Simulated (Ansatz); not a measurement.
# CHOSi (quartet): one geometry, many settings at a displaced geometry (v2)

Aim: run CHOSi (quartet) at one geometry under a spread of methods and options, and see what each costs and gives.

Program: Ansatz 0.2.0, Gaussian basis. Level of theory: the settings change from run to run. These are calculated values, not measurements.

21 further runs of the same task are left out: 10 that didn't finish, 11 set aside as unsound or not needed. Runs told in other sessions of the task aren't counted.

## (1) The geometry

The geometry is a PBE0/def2-TZVP stationary point (not a proven minimum) with its atoms shifted at random (size 0.100 Å).

4 atoms, charge 0, spin multiplicity 4.

Atoms are counted from 1 here; the program's logs count them from 0.

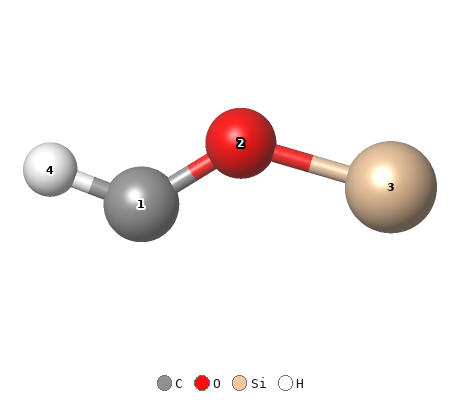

The structure; carbon grey, oxygen red, silicon light orange, hydrogen white; atoms are numbered from 1 in the order of the file.

## (2) NEVPT2(3,7)/6-31G

in.yaml reads:

```yaml
crystal:
  periodic: [false, false, false]
  atoms:
    - {symbol: C, position_ang: [0.089692, -0.299416, 1.641324]}
    - {symbol: O, position_ang: [-0.075182, 0.371072, 0.550426]}
    - {symbol: Si, position_ang: [0.001438, -0.086366, -1.110523]}
    - {symbol: H, position_ang: [0.084547, 0.084215, 2.648633]}
basis:
  gaussian: {orbitals: 6-31G}
magnetization: {spin_polarized: false, initial_magnetization: 3}
correlation: {method: sc_nevpt2, electrons: outside_noble_gas, active_space: {window: {electrons: 3, orbitals: 7}, states: [{multiplicity: 4, weights: [1, 0.5, 0.5]}], root: 2}}
```

Launch:

```
ansatz run in.yaml --threads 1 --pin off --events-out ev --progress --plain --max-ram 2393MiB
```

Standard output:

```text
Functional definition: HF
  name "HF"
  cite "Fock, Z. Phys. 61, 126 (1930) doi:10.1007/BF01340294"
  parent pbe
  exchange = exact_x
  correlation = 0
683 factors; integrals over basis functions are off by at most 7.6e-8 eV
mean field evaluation 1: about -10937.6944 eV, gradient 1.9e1 eV
mean field evaluation 2: about -10937.7059 eV, gradient 1.9e1 eV
mean field evaluation 4: about -10939.4365 eV, gradient 4.6e0 eV
mean field evaluation 8: about -10939.6802 eV, gradient 1.3e-1 eV
mean field evaluation 16: about -10939.4987 eV, gradient 1.6e0 eV
mean field evaluation 32: about -10938.0775 eV, gradient 4.3e0 eV
mean field -10939.67997575 eV, -402.0258239273 hartree, gradient 2.8e-6 eV, S^2 3.750000; 6 other end points of the search recorded, 0 dependent functions left out
reference -10939.67997575 eV, -402.0258239273 hartree; 16, 13 occupied and 17, 20 virtual orbitals, 683 factors
state -10939.75561545 eV, -402.0286036351 hartree
state -10939.40186789 eV, -402.0156036519 hartree
state -10935.60425908 eV, -401.8760441024 hartree
state -10939.75561545 eV, -402.0286036351 hartree; corrected -10945.27326745 eV, -402.2313736061 hartree
state -10939.40186789 eV, -402.0156036519 hartree; corrected -10944.79381552 eV, -402.2137540727 hartree
state -10935.60425908 eV, -401.8760441024 hartree; corrected -10941.43009729 eV, -402.0901397076 hartree
Total energy: -10941.43009729 eV, -402.0901397076 hartree
```

It took 1.7 s on 1 thread of Arm Neoverse V1, shared host.

From the report: 35 determinants; active occupations (of the averaged states) 1.00, 0.99, 0.51, 0.26, 0.24, 0.00, 0.00.

## (3) NEVPT2(5,4)/STO-3G

in.yaml reads:

```yaml
crystal:
  periodic: [false, false, false]
  atoms:
    - {symbol: C, position_ang: [0.089692, -0.299416, 1.641324]}
    - {symbol: O, position_ang: [-0.075182, 0.371072, 0.550426]}
    - {symbol: Si, position_ang: [0.001438, -0.086366, -1.110523]}
    - {symbol: H, position_ang: [0.084547, 0.084215, 2.648633]}
basis:
  gaussian: {orbitals: STO-3G, point_charges: [{charge: -1.00, position_ang: [2.997, -0.552, -0.235]}]}
magnetization: {spin_polarized: false, initial_magnetization: 3}
correlation: {method: sc_nevpt2, electrons: outside_noble_gas, active_space: {window: {electrons: 5, orbitals: 4}, states: [{multiplicity: 4, weights: [1, 1, 0.5]}]}}
output: {forces: true}
```

Launched as before.

Standard output (excerpt; [...] marks lines left out):

```text
Functional definition: HF
  name "HF"
  cite "Fock, Z. Phys. 61, 126 (1930) doi:10.1007/BF01340294"
  parent pbe
[...]
346 factors; integrals over basis functions are off by at most 4.3e-8 eV
[...]
mean field -10810.45449189 eV, -397.2768749876 hartree, gradient 2.4e-6 eV, S^2 3.750000; 5 other end points of the search recorded, 0 dependent functions left out
reference -10810.45449189 eV, -397.2768749876 hartree; 16, 13 occupied and 4, 7 virtual orbitals, 346 factors
state -10810.35527689 eV, -397.2732289038 hartree
state -10803.11028242 eV, -397.0069802678 hartree
state -10799.85028760 eV, -396.8871776678 hartree
state -10810.35527689 eV, -397.2732289038 hartree; corrected -10812.74881184 eV, -397.3611896909 hartree
state -10803.11028242 eV, -397.0069802678 hartree; corrected -10805.80249867 eV, -397.1059173901 hartree
[...]
state -10802.83928598 eV, -396.9970213324 hartree; corrected -10804.85702877 eV, -397.0711720121 hartree
state -10801.24045040 eV, -396.9382652085 hartree; corrected -10803.93484459 eV, -397.0372823687 hartree
state -10810.35527689 eV, -397.2732289038 hartree; corrected -10812.74881184 eV, -397.3611896909 hartree
state -10803.11028242 eV, -397.0069802678 hartree; corrected -10805.80249867 eV, -397.1059173901 hartree
state -10799.85028760 eV, -396.8871776678 hartree; corrected -10805.34365428 eV, -397.0890551699 hartree
[...]
Total energy: -10808.48925506 eV, -397.2046538664 hartree
Atom 0 at     0.089692    -0.299416     1.641324 Å, force     0.087635    -4.253742     0.598560 eV/Å
Atom 1 at    -0.075182     0.371072     0.550426 Å, force    -0.230473     2.493304    -3.165842 eV/Å
Atom 2 at     0.001438    -0.086366    -1.110523 Å, force     0.323997     0.000540     1.930205 eV/Å
Atom 3 at     0.084547     0.084215     2.648633 Å, force     0.054896     1.617280     0.805421 eV/Å
Dipole moment:     0.132589    -0.015621    -0.304892 e Å
```

It took 0.96 s on 1 thread of Arm Neoverse V1, shared host.

From the report: 4 determinants; active occupations (of the averaged states) 1.40, 1.40, 1.20, 1.00.

## (4) CCSD/cc-pVDZ

in.yaml reads:

```yaml
crystal:
  periodic: [false, false, false]
  atoms:
    - {symbol: C, position_ang: [0.089692, -0.299416, 1.641324]}
    - {symbol: O, position_ang: [-0.075182, 0.371072, 0.550426]}
    - {symbol: Si, position_ang: [0.001438, -0.086366, -1.110523]}
    - {symbol: H, position_ang: [0.084547, 0.084215, 2.648633]}
basis:
  gaussian: {orbitals: cc-pVDZ, point_charges: [{charge: -1.00, position_ang: [3.628, 0.143, 0.497]}]}
magnetization: {spin_polarized: true, initial_magnetization: 3}
hamiltonian: {xc: {name: B3LYP}}
correlation: {method: ccsd, electrons: outside_noble_gas}
```

Same command.

Standard output (excerpt; [...] marks lines left out):

```text
Functional definition: B3LYP
  name "B3LYP"
  cite "Stephens, Devlin, Chabalowski & Frisch, J. Phys. Chem. 98, 11623 (1994) doi:10.1021/j100096a001"
  cite "Becke, Phys. Rev. A 38, 3098 (1988) doi:10.1103/PhysRevA.38.3098"
  cite "Lee, Yang & Parr, Phys. Rev. B 37, 785 (1988) doi:10.1103/PhysRevB.37.785"
  cite "Vosko, Wilk & Nusair, Can. J. Phys. 58, 1200 (1980) doi:10.1139/p80-159"
[...]
488 factors; integrals over basis functions are off by at most 1.4e-3 eV
[...]
mean field -10973.61814461 eV, -403.2730286289 hartree, gradient 7.9e-6 eV, S^2 3.764091; 3 other end points of the search recorded, 0 dependent functions left out
7 core orbitals not correlated: weight in the atoms' cores, before any rotation towards them, 1.000 or more for the frozen orbitals, at most 0.000 for the correlated occupied ones
reference -10941.52265819 eV, -402.0935412579 hartree; 9, 6 occupied and 35, 38 virtual orbitals, 488 factors
second order -9.88237654 eV of doubles, -0.41432726 eV of singles
cycle   1  -10.01203212 eV  change    2.8e-1 eV  update   1.1e-1
[...]
cycle  14  -10.49766263 eV  change    3.3e-6 eV  update   1.8e-5
Total energy: -10952.02032081 eV, -402.4793232439 hartree
```

It took 5 s on 1 thread of Arm Neoverse V1, shared host.

From the report: ⟨S²⟩ of the determinant 3.764 (pure quartet: 3.75); correlation -10.4977 eV; T1 0.022; largest double amplitude 0.08. The orbitals are Kohn-Sham ones, so correlation energy and T1 don't compare with those on Hartree-Fock orbitals.

## (5) HF (UHF)/cc-pVDZ

in.yaml reads:

```yaml
crystal:
  periodic: [false, false, false]
  atoms:
    - {symbol: C, position_ang: [0.089692, -0.299416, 1.641324]}
    - {symbol: O, position_ang: [-0.075182, 0.371072, 0.550426]}
    - {symbol: Si, position_ang: [0.001438, -0.086366, -1.110523]}
    - {symbol: H, position_ang: [0.084547, 0.084215, 2.648633]}
basis:
  gaussian: {orbitals: cc-pVDZ}
magnetization: {spin_polarized: true, initial_magnetization: 3}
hamiltonian: {xc: hf}
output: {forces: true, orbitals: {seedname: orbitals}}
```

Launched as before.

Standard output (excerpt; [...] marks lines left out):

```text
Functional definition: HF
  name "HF"
  cite "Fock, Z. Phys. 61, 126 (1930) doi:10.1007/BF01340294"
  parent pbe
[...]
488 factors; integrals over basis functions are off by at most 1.4e-3 eV
[...]
mean field -10942.15426726 eV, -402.1167524634 hartree, gradient 1.8e-5 eV, S^2 3.786619; 3 other end points of the search recorded, 0 dependent functions left out
[...]
reference -10942.15426726 eV, -402.1167524634 hartree; 16, 13 occupied and 35, 38 virtual orbitals, 488 factors
Total energy: -10942.15426726 eV, -402.1167524634 hartree
Atom 0 at     0.089692    -0.299416     1.641324 Å, force     0.327744    -1.578309     1.318136 eV/Å
Atom 1 at    -0.075182     0.371072     0.550426 Å, force    -0.242470     1.063537    -2.067110 eV/Å
Atom 2 at     0.001438    -0.086366    -1.110523 Å, force    -0.027157     0.152279     0.676945 eV/Å
Atom 3 at     0.084547     0.084215     2.648633 Å, force    -0.058117     0.362493     0.072029 eV/Å
Dipole moment:     0.016939    -0.030017    -0.025806 e Å
```

Wall time 1.8 s (1 thread of Arm Neoverse V1, shared host).

From the report: ⟨S²⟩ of the determinant 3.787 (pure quartet: 3.75).

## (6) MRCISD+Q(relaxed)(5,5)/6-31G

in.yaml reads:

```yaml
crystal:
  periodic: [false, false, false]
  atoms:
    - {symbol: C, position_ang: [0.089692, -0.299416, 1.641324]}
    - {symbol: O, position_ang: [-0.075182, 0.371072, 0.550426]}
    - {symbol: Si, position_ang: [0.001438, -0.086366, -1.110523]}
    - {symbol: H, position_ang: [0.084547, 0.084215, 2.648633]}
basis:
  gaussian: {orbitals: 6-31G}
magnetization: {spin_polarized: false, initial_magnetization: 3}
correlation: {method: fic_mrcisd_q_relaxed, electrons: outside_noble_gas, active_space: {window: {electrons: 5, orbitals: 5}, states: [{multiplicity: 4, weights: [0.5, 1]}], root: 0}}
```

Same command.

Standard output (excerpt; [...] marks lines left out):

```text
Functional definition: HF
  name "HF"
  cite "Fock, Z. Phys. 61, 126 (1930) doi:10.1007/BF01340294"
  parent pbe
[...]
683 factors; integrals over basis functions are off by at most 7.6e-8 eV
[...]
mean field -10939.67997575 eV, -402.0258239273 hartree, gradient 2.8e-6 eV, S^2 3.750000; 6 other end points of the search recorded, 0 dependent functions left out
reference -10939.67997575 eV, -402.0258239273 hartree; 16, 13 occupied and 17, 20 virtual orbitals, 683 factors
state -10939.91490141 eV, -402.0344572863 hartree
state -10939.64133178 eV, -402.0244037878 hartree
contracted CI cycle   1: correlation 0.00000000 eV, 0.0000000000 hartree, residual 2.14e1 eV
contracted CI cycle   2: correlation -5.14948630 eV, -0.1892401309 hartree, residual 3.77e0 eV
contracted CI cycle   3: correlation -5.42625846 eV, -0.1994113204 hartree, residual 1.40e0 eV
[...]
contracted CI cycle   2: correlation -5.05940255 eV, -0.1859296144 hartree, residual 3.66e0 eV
contracted CI cycle   3: correlation -5.30444235 eV, -0.1949346608 hartree, residual 1.19e0 eV
contracted CI cycle   4: correlation -5.32843056 eV, -0.1958162112 hartree, residual 3.41e-1 eV
contracted CI cycle   5: correlation -5.33099727 eV, -0.1959105364 hartree, residual 1.12e-1 eV
contracted CI cycle   6: correlation -5.33126325 eV, -0.1959203108 hartree, residual 3.90e-2 eV
contracted CI cycle   7: correlation -5.33129715 eV, -0.1959215564 hartree, residual 1.45e-2 eV
contracted CI cycle   8: correlation -5.33130176 eV, -0.1959217261 hartree, residual 5.08e-3 eV
contracted CI cycle   9: correlation -5.33130237 eV, -0.1959217484 hartree, residual 1.90e-3 eV
contracted CI cycle  10: correlation -5.33130245 eV, -0.1959217514 hartree, residual 6.76e-4 eV
state -10939.64133178 eV, -402.0244037878 hartree; corrected -10945.42018969 eV, -402.2367728989 hartree
Total energy: -10945.87238997 eV, -402.2533909525 hartree
```

It took 1.6 s on 1 thread of Arm Neoverse V1, shared host.

From the report: 25 determinants; active occupations (of the averaged states) 1.96, 1.00, 1.00, 0.68, 0.36.

## (7) MP2 on UHF/def2-SVP

in.yaml reads:

```yaml
crystal:
  periodic: [false, false, false]
  atoms:
    - {symbol: C, position_ang: [0.089692, -0.299416, 1.641324]}
    - {symbol: O, position_ang: [-0.075182, 0.371072, 0.550426]}
    - {symbol: Si, position_ang: [0.001438, -0.086366, -1.110523]}
    - {symbol: H, position_ang: [0.084547, 0.084215, 2.648633]}
basis:
  gaussian: {orbitals: def2-SVP}
magnetization: {spin_polarized: true, initial_magnetization: 3}
correlation: {method: mp2, electrons: all}
```

The command is unchanged.

Standard output:

```text
Functional definition: HF
  name "HF"
  cite "Fock, Z. Phys. 61, 126 (1930) doi:10.1007/BF01340294"
  parent pbe
  exchange = exact_x
  correlation = 0
493 factors; integrals over basis functions are off by at most 1.7e-3 eV
mean field evaluation 1: about -10935.0970 eV, gradient 1.5e1 eV
mean field evaluation 2: about -10935.1002 eV, gradient 1.5e1 eV
mean field evaluation 4: about -10936.8401 eV, gradient 3.9e0 eV
mean field evaluation 8: about -10937.0315 eV, gradient 2.1e-1 eV
mean field evaluation 16: about -10936.9333 eV, gradient 6.2e-1 eV
mean field evaluation 32: about -10937.0113 eV, gradient 7.2e-1 eV
mean field -10937.03249998 eV, -401.9285309873 hartree, gradient 1.8e-6 eV, S^2 3.783974; 6 other end points of the search recorded, 0 dependent functions left out
reference -10937.03249998 eV, -401.9285309873 hartree; 16, 13 occupied and 35, 38 virtual orbitals, 493 factors
second order -9.21361734 eV of doubles, -0.00000000 eV of singles
Total energy: -10946.24611731 eV, -402.2671251792 hartree
```

It took 1 s on 1 thread of Arm Neoverse V1, shared host.

From the report: ⟨S²⟩ of the determinant 3.784 (pure quartet: 3.75).

## (8) HF (ROHF)/6-31G

Changes to in.yaml since step 7:

```diff
@@ -8,4 +8,6 @@
 basis:
-  gaussian: {orbitals: def2-SVP}
-magnetization: {spin_polarized: true, initial_magnetization: 3}
-correlation: {method: mp2, electrons: all}
+  gaussian: {orbitals: 6-31G}
+magnetization: {spin_polarized: false, initial_magnetization: 3}
+hamiltonian: {xc: hf}
+scf: {lower_state_search: full}
+output: {forces: true, orbitals: {seedname: orbitals}}
```

The command is unchanged.

Standard output (excerpt; [...] marks lines left out):

```text
Functional definition: HF
  name "HF"
  cite "Fock, Z. Phys. 61, 126 (1930) doi:10.1007/BF01340294"
  parent pbe
[...]
374 factors; integrals over basis functions are off by at most 2.7e-4 eV
[...]
mean field -10939.67966073 eV, -402.0258123507 hartree, gradient 1.1e-5 eV, S^2 3.750000; 7 other end points of the search recorded, 0 dependent functions left out
[...]
reference -10939.67966073 eV, -402.0258123507 hartree; 16, 13 occupied and 17, 20 virtual orbitals, 374 factors
Total energy: -10939.67966073 eV, -402.0258123507 hartree
Atom 0 at     0.089692    -0.299416     1.641324 Å, force     0.414023    -1.709411     3.032824 eV/Å
Atom 1 at    -0.075182     0.371072     0.550426 Å, force    -0.324069     1.395642    -2.372843 eV/Å
Atom 2 at     0.001438    -0.086366    -1.110523 Å, force    -0.043080     0.153130    -0.363882 eV/Å
Atom 3 at     0.084547     0.084215     2.648633 Å, force    -0.046875     0.160639    -0.296100 eV/Å
Dipole moment:     0.034247    -0.106781    -0.053044 e Å
```

Wall time 0.99 s (1 thread of Arm Neoverse V1, shared host).

## (9) BCCD(T) on UHF/STO-3G

Changes to in.yaml since step 8:

```diff
@@ -8,6 +8,7 @@
 basis:
-  gaussian: {orbitals: 6-31G}
-magnetization: {spin_polarized: false, initial_magnetization: 3}
-hamiltonian: {xc: hf}
+  gaussian: {orbitals: STO-3G}
+magnetization: {spin_polarized: true, initial_magnetization: 3}
+correlation: {method: bccd_t, electrons: valence}
+accuracy: high
 scf: {lower_state_search: full}
-output: {forces: true, orbitals: {seedname: orbitals}}
+output: {forces: true}
```

Launched as before.

Standard output (excerpt; [...] marks lines left out):

```text
Functional definition: HF
  name "HF"
  cite "Fock, Z. Phys. 61, 126 (1930) doi:10.1007/BF01340294"
  parent pbe
[...]
350 factors; integrals over basis functions are off by at most 3.0e-8 eV
[...]
mean field -10810.08959269 eV, -397.2634651894 hartree, gradient 2.0e-8 eV, S^2 3.763045; 11 other end points of the search recorded, 0 dependent functions left out
determinant -10810.08959269 eV, -397.2634651894 hartree, with singles and doubles -10813.14349872 eV, -397.3756941662 hartree
determinant -10809.72447983 eV, -397.2500475392 hartree, with singles and doubles -10812.55405306 eV, -397.3540324376 hartree
7 core orbitals not correlated: weight in the atoms' cores, before any rotation towards them, 1.000 or more for the frozen orbitals, at most 0.000 for the correlated occupied ones
reference -10810.08959269 eV, -397.2634651894 hartree; 9, 6 occupied and 4, 7 virtual orbitals, 350 factors
second order -2.39357944 eV of doubles, -0.00000000 eV of singles
cycle   1  -3.02414393 eV  change    3.0e-2 eV  update   2.7e-2
[...]
cycle  36  -3.01421132 eV  change   7.9e-10 eV  update  8.9e-10
perturbative correction -0.20018769 eV, -0.0073567620 hartree
[...]
Total energy: -10813.30399170 eV, -397.3815921743 hartree
Atom 0 at     0.089692    -0.299416     1.641324 Å, force     0.730800    -3.757436     1.686713 eV/Å
Atom 1 at    -0.075182     0.371072     0.550426 Å, force    -0.645245     2.900144    -3.463298 eV/Å
Atom 2 at     0.001438    -0.086366    -1.110523 Å, force     0.026366    -0.151857     0.520574 eV/Å
Atom 3 at     0.084547     0.084215     2.648633 Å, force    -0.111921     1.009150     1.256011 eV/Å
Dipole moment:     0.005708    -0.002902    -0.046772 e Å
```

Wall time 1.6 s (1 thread of Arm Neoverse V1, shared host).

From the report: ⟨S²⟩ of the determinant 3.763 (pure quartet: 3.75); correlation -3.2144 eV; largest double amplitude 0.08.

## (10) MP2 on ROHF/cc-pVDZ

in.yaml reads:

```yaml
crystal:
  periodic: [false, false, false]
  atoms:
    - {symbol: C, position_ang: [0.089692, -0.299416, 1.641324]}
    - {symbol: O, position_ang: [-0.075182, 0.371072, 0.550426]}
    - {symbol: Si, position_ang: [0.001438, -0.086366, -1.110523]}
    - {symbol: H, position_ang: [0.084547, 0.084215, 2.648633]}
basis:
  gaussian: {orbitals: cc-pVDZ}
magnetization: {spin_polarized: false, initial_magnetization: 3}
correlation: {method: mp2, electrons: valence}
accuracy: high
```

The command is unchanged.

Standard output (excerpt; [...] marks lines left out):

```text
Functional definition: HF
  name "HF"
  cite "Fock, Z. Phys. 61, 126 (1930) doi:10.1007/BF01340294"
  parent pbe
[...]
1067 factors; integrals over basis functions are off by at most 3.5e-9 eV
[...]
mean field -10941.88986903 eV, -402.1070360076 hartree, gradient 6.4e-8 eV, S^2 3.750000; 5 other end points of the search recorded, 0 dependent functions left out
[...]
7 core orbitals not correlated: weight in the atoms' cores, before any rotation towards them, 1.000 or more for the frozen orbitals, at most 0.000 for the correlated occupied ones
reference -10941.88986903 eV, -402.1070360076 hartree; 9, 6 occupied and 35, 38 virtual orbitals, 1067 factors
second order -9.05247631 eV of doubles, -0.14947973 eV of singles
Total energy: -10951.09182507 eV, -402.4452016547 hartree
```

It took 2.3 s on 1 thread of Arm Neoverse V1, shared host.

## (11) All runs side by side

Where basis and cores are those of an earlier UCCSDT(Q)/cc-pVDZ run (-10952.3359 eV), and the records show the same count of frozen orbitals and kind of state, the miss against it is given; a blank cell means that this couldn't be shown.

```csv
level,correlated,functions,energy (eV),from UCCSDT(Q) (meV),time
"NEVPT2(3,7)/6-31G (excited root 2 of an average)",outside noble gas,33,-10941.4301,,1.7 s
"NEVPT2(5,4)/STO-3G (mean of several states, beside a point charge)",outside noble gas,20,-10808.4893,,0.96 s
"CCSD/cc-pVDZ (beside a point charge, on B3LYP orbitals)",outside noble gas,51,-10952.0203,,5 s
HF (UHF)/cc-pVDZ,,51,-10942.1543,10181.6,1.8 s
"MRCISD+Q(relaxed)(5,5)/6-31G (lowest root of an average)",outside noble gas,33,-10945.8724,,1.6 s
MP2 on UHF/def2-SVP,all,51,-10946.2461,,1 s
HF (ROHF)/6-31G,,33,-10939.6797,,0.99 s
BCCD(T) on UHF/STO-3G,valence,20,-10813.3040,,1.6 s
MP2 on ROHF/cc-pVDZ,valence,51,-10951.0918,1244.1,2.3 s
```

## (12) Results

```
quantity                                                                       value
    runs                                                                           9
quickest  NEVPT2(5,4)/STO-3G (mean of several states, beside a point charge), 0.96 s
 slowest                CCSD/cc-pVDZ (beside a point charge, on B3LYP orbitals), 5 s
```

Total energies in different bases, with other cores or another treatment of relativity can't be set against each other. CCSD/cc-pVDZ (beside a point charge, on B3LYP orbitals) took 5 times as long as NEVPT2(5,4)/STO-3G (mean of several states, beside a point charge); the jobs differ in more than the method. Hartree-Fock, CASSCF and CASCI lack dynamic correlation by design.
